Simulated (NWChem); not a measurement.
**One shape, several levels: BH2Cl (SMILES [H]B([H])Cl)**

Wanted: a comparison of 6 runs (HF/STO-3G, HF/3-21G, HF/def2-SVP, wB97X/3-21G, PBE0/def2-SVP, MP2/pcseg-2) of BH2Cl. 

The calculation is run with NWChem 7.3.0.

### 1 The system as given

BH2Cl: 4 atoms, total charge 0, spin state singlet. SMILES: `[H]B([H])Cl`. Geometry: relaxed at GFN2-xTB.

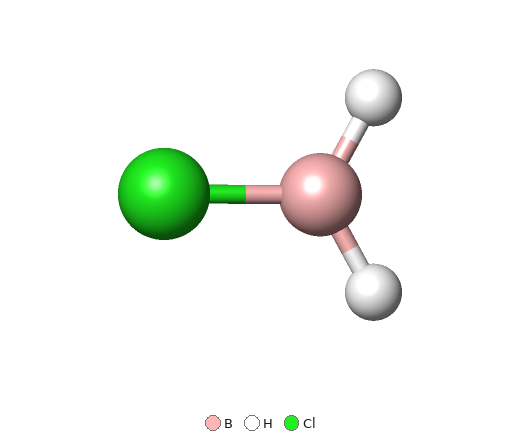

The structure, seen from a chosen angle (boron pink, hydrogen white, chlorine green).

### 2 Energy and gradient at HF/STO-3G (run 1)

Input file bclh2.nw:

```
start bclh2
title "BClH2 hf"
memory total 2200 mb

geometry noautosym nocenter noautoz
   B      0.069310     0.114420    -0.000410
   H      1.240090     0.070720     0.015540
   H     -0.512130     1.131590    -0.018950
   Cl    -0.797280    -1.316740     0.003830
end

basis spherical bse
   * library STO-3G
end

scf
   singlet
   rhf
   thresh 1e-08
   maxiter 80
end

task scf gradient
```

Started as:

```
$ nwchem bclh2.nw > bclh2.out
```

The log of the run:

```text
[...]
  functions       =    16
[...]
  wavefunction    = RHF
[...]
         Total SCF energy =   -480.124577108615
      One-electron energy =   -740.549439356983
      Two-electron energy =    221.466813849378
 Nuclear repulsion energy =     38.958048398991
        Time for solution =      0.2s
[...]
                         RHF ENERGY GRADIENTS
    atom               coordinates                        gradient
                 x          y          z           x          y          z
   1 B       0.130977   0.216222  -0.000775   -0.037820  -0.062546   0.000156
   2 H       2.343430   0.133641   0.029366    0.006933  -0.002132   0.000125
   3 H      -0.967785   2.138395  -0.035810   -0.005129   0.005193  -0.000112
   4 Cl     -1.506641  -2.488278   0.007238    0.036016   0.059484  -0.000169
[...]
```

Run time: 0.83 s. Hardware: 1 thread of Intel Xeon Platinum 8375C at 2.90GHz (Ice Lake), shared host; peak memory 0.098 GiB.

### 3 Energy and gradient at HF/3-21G (run 2)

Input file bclh2.nw:

```
START bclh2
TITLE "BClH2"
memory stack 880 mb heap 220 mb global 1100 mb
charge 0

GEOMETRY units angstrom noautosym nocenter noautoz
B     0.069310    0.114420   -0.000410
H     1.240090    0.070720    0.015540
H    -0.512130    1.131590   -0.018950
Cl   -0.797280   -1.316740    0.003830
END

BASIS spherical bse
* library 3-21G
END

SCF
thresh 1e-08
maxiter 80
print low
END

TASK scf gradient
```

Started as:

```
$ nwchem bclh2.nw > bclh2.out
```

The log of the run:

```text
[...]
  functions       =    26
[...]
  wavefunction    = RHF
[...]
         Total SCF energy =   -483.003802025105
      One-electron energy =   -743.679100955519
      Two-electron energy =    221.717250531423
 Nuclear repulsion energy =     38.958048398991
        Time for solution =      0.4s
[...]
                         RHF ENERGY GRADIENTS
    atom               coordinates                        gradient
                 x          y          z           x          y          z
   1 B       0.130977   0.216222  -0.000775   -0.030979  -0.051230   0.000128
   2 H       2.343430   0.133641   0.029366   -0.004390  -0.000555  -0.000042
   3 H      -0.967785   2.138395  -0.035810    0.001522  -0.004116   0.000074
   4 Cl     -1.506641  -2.488278   0.007238    0.033847   0.055901  -0.000159
 Task  times  cpu:        0.5s     wall:        0.5s
 Total times  cpu:        0.6s     wall:        0.6s
```

It took 1.1 s on 1 thread of Intel Xeon Platinum 8375C at 2.90GHz (Ice Lake), shared host; peak memory 0.099 GiB.

### 4 Energy and forces at HF/def2-SVP (run 3)

Input file run.py:

```python
from ase import Atoms
from ase.calculators.nwchem import NWChem

molecule = Atoms(['B', 'H', 'H', 'Cl'], positions=[
    [0.069310, 0.114420, -0.000410],
    [1.240090, 0.070720, 0.015540],
    [-0.512130, 1.131590, -0.018950],
    [-0.797280, -1.316740, 0.003830],
])

calc = NWChem(
    label='sp',
    theory='scf',
    memory='2200 mb',
    basis='def2-SVP',
    basispar='spherical bse',
    scf={'nopen': '0', 'rhf': None, 'thresh': '1e-08', 'maxiter': '80'},
)
molecule.calc = calc

forces = molecule.get_forces()
print("Total energy (eV):", round(molecule.get_potential_energy(), 6))
print("forces (eV/A):")
for s, f in zip(molecule.symbols, forces):
    print(f"{s:2s} {f[0]:10.5f} {f[1]:10.5f} {f[2]:10.5f}")
print("dipole (e A):", molecule.get_dipole_moment().round(4))
```

Started as:

```
$ export ASE_NWCHEM_COMMAND="nwchem PREFIX.nwi > PREFIX.nwo"
$ python run.py
```

The log of the run:

```text
Total energy (eV): -13202.999123
forces (eV/A):
B     0.93768    1.55218   -0.00345
H     0.61562    0.00591    0.00756
H    -0.27896    0.54657   -0.01003
Cl   -1.27429   -2.10471    0.00591
dipole (e A): [ 0.0549  0.0905 -0.0003]
```

The calculator wrote sp.nwi:

```
title "sp"

permanent_dir sp

scratch_dir sp

start sp

geometry units angstrom nocenter noautosym noautoz
  B  6.9309999999999997e-02 1.1441999999999999e-01 -4.0999999999999999e-04
  H  1.2400899999999999e+00 7.0720000000000005e-02 1.5540000000000000e-02
  H  -5.1212999999999997e-01 1.1315900000000001e+00 -1.8950000000000002e-02
  Cl -7.9727999999999999e-01 -1.3167400000000000e+00 3.8300000000000001e-03
end

memory 2200 mb

basis spherical bse noprint
   * library def2-SVP
end

scf
  nopen 0
  rhf
  thresh 1e-08
  maxiter 80
end

task scf gradient
```

sp.nwo:

```text
Northwest Computational Chemistry Package (NWChem) 7.3.0
             --------------------------------------------------------

           Job information
           ---------------

    nwchem branch   = 7.3.0
    use scalapack   = T
    input           = sp.nwi
    prefix          = sp.
    data base       = sp/sp.db
    status          = startup
    nproc           =        1

           Memory information
           ------------------

[... 5 lines left out ...]
    hardfail = no
[... 120 lines left out ...]
         Quadratically convergent ROHF
[... 14 lines left out ...]
       Final RHF  results
[... 4 lines left out ...]
      Two-electron energy =    222.117018710393
[... 31 lines left out ...]
                       ROHF Final Molecular Orbital Analysis
[... 201 lines left out ...]
                 ----------------------------------------
                 |  Time  |  1-e(secs)   |  2-e(secs)   |
                 ----------------------------------------
                 |  CPU   |       0.00   |       0.75   |
                 ----------------------------------------
                 |  WALL  |       0.00   |       0.75   |
                 ----------------------------------------

 Task  times  cpu:        2.4s     wall:        2.4s
 Total times  cpu:        2.4s     wall:        2.4s
```

Run time: 3.9 s. Hardware: 1 thread of Intel Xeon Platinum 8375C at 2.90GHz (Ice Lake), shared host; peak memory 0.1 GiB.

Runs 4 to 5 aren't shown in full; the table further down has their settings and results.

### 5 Energy and gradient at MP2/pcseg-2 (run 6)

Input file geom.nw:

```
start geom
title "BClH2 gradient"
memory 2200 mb

geometry noautosym nocenter noautoz
B        0.069310       0.114420      -0.000410
H        1.240090       0.070720       0.015540
H       -0.512130       1.131590      -0.018950
Cl      -0.797280      -1.316740       0.003830
end

basis "ao basis" spherical bse
* library pcseg-2
end

scf
thresh 1e-08
maxiter 80
print medium
end

mp2
freeze core 6
tight
end

task mp2 gradient
```

Started as:

```
$ nwchem geom.nw > geom.out
```

The log of the run:

```text
[...]
  functions       =    92
[...]
  wavefunction    = RHF
[...]
         Total SCF energy =   -485.387090512145
      One-electron energy =   -746.725318501247
      Two-electron energy =    222.380179590111
 Nuclear repulsion energy =     38.958048398991
        Time for solution =     19.2s
[...]
          Total MP2 energy          -485.670828022786
[...]
                         mp2 ENERGY GRADIENTS
    atom               coordinates                        gradient
                 x          y          z           x          y          z
   1 B       0.130977   0.216222  -0.000775   -0.013903  -0.023026   0.000047
   2 H       2.343430   0.133641   0.029366   -0.006147   0.000245  -0.000075
   3 H      -0.967785   2.138395  -0.035810    0.003047  -0.005304   0.000106
   4 Cl     -1.506641  -2.488278   0.007238    0.017003   0.028084  -0.000077
[...]
```

Wall time 54 s (1 thread of Intel Xeon Platinum 8375C at 2.90GHz (Ice Lake), shared host); peak memory 0.22 GiB.

### 6 Overview of the runs

```tsv
run	level	iteration cap	module	energy (Eh)	dipole moment (D)	HOMO energy (eV)	LUMO energy (eV)	wall time
1	HF/STO-3G	80	scf	-480.124577	1.22	-10.64	5.78	0.83 s
2	HF/3-21G	80	scf	-483.003802	–	–	–	1.1 s
3	HF/def2-SVP	80	scf	-485.201272	0.51	-11.79	2.26	3.9 s
4	wB97X/3-21G	100	dft	-483.876989	0.97	-11.11	0.58	11 s
5	PBE0/def2-SVP	100	dft	-485.905623	0.15	-8.45	-1.49	10 s
6	MP2/pcseg-2	80	mp2	-485.670828	0.35	-11.90	1.73	54 s
```

### 7 Summary of results

| quantity | value |
| --- | --- |
| run 6: total energy | -485.67083 Eh |
| run 6: dipole moment (of the density that the program reports) | 0.35 D |
| run 6: HOMO energy (Hartree–Fock orbitals) | -11.90 eV |
| run 6: LUMO energy (Hartree–Fock orbitals) | 1.73 eV |
| run 6: HOMO–LUMO gap (Hartree–Fock orbitals) | 13.63 eV |
| run 6: correlation energy (6 core orbitals frozen) | -283.7 mEh |
| run 6: largest force on an atom | 1.688 eV/Å |

What this shows: Over runs 1, 3, 4, 5, 6 the dipole moment (its size) runs from 0.15 D (PBE0/def2-SVP) to 1.22 D (HF/STO-3G). The two ends differ in method and basis. Over runs 1, 3, 4, 5 the HOMO–LUMO gap runs from 6.96 eV (PBE0/def2-SVP) to 16.42 eV (HF/STO-3G). Totals of different functionals can't be ranked against each other. In run 1 the basis is minimal, so the values are rough. All runs together took 81 s, the longest 54 s.
